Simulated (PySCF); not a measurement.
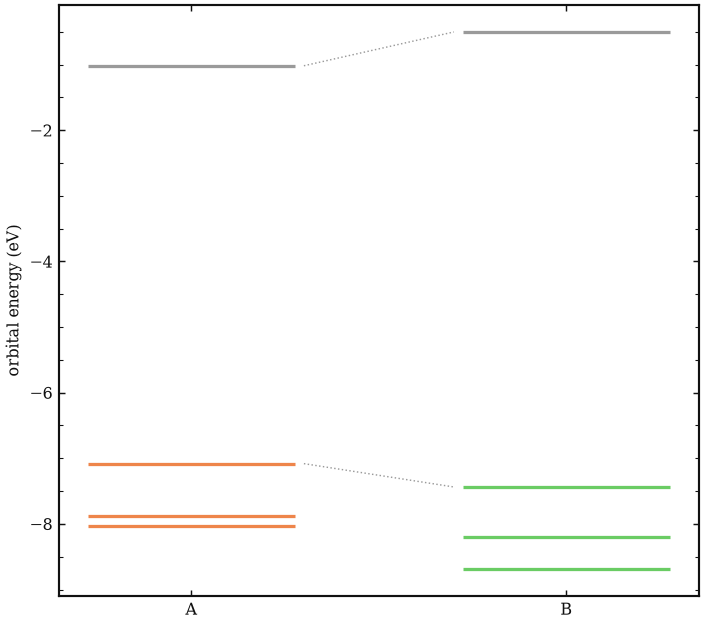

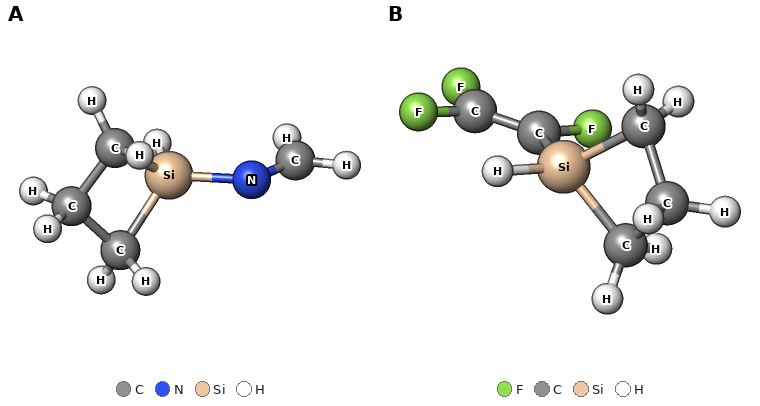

Related molecules: A is C₄H₉NSi, SMILES C=N[SiH]1CCC1; B is C₅H₇F₃Si, SMILES FC(F)=C(F)[SiH]1CCC1. Frontier orbital energies, PBE0/def2-SVPD in PySCF 2.14.0, at a PBE0-D3(BJ)/def2-SVP geometry (no frequency check); drawn are at most three filled levels and, in grey, the LUMO with any level within 0.03 eV of it; dotted lines join the HOMOs and the LUMOs.

Q: What does the change do to the frontier levels?

A: From A to B the HOMO falls by 0.36 eV and the LUMO rises by 0.52 eV, so the separation goes from 6.06 to 6.94 eV.

Q: Does the ΔSCF ionisation energy follow the HOMO?

A: A: −ε(HOMO) 7.08, ΔSCF 9.10 eV; B: −ε(HOMO) 7.44, ΔSCF 9.36 eV.

Limits of at least one run: one conformer of a flexible molecule.
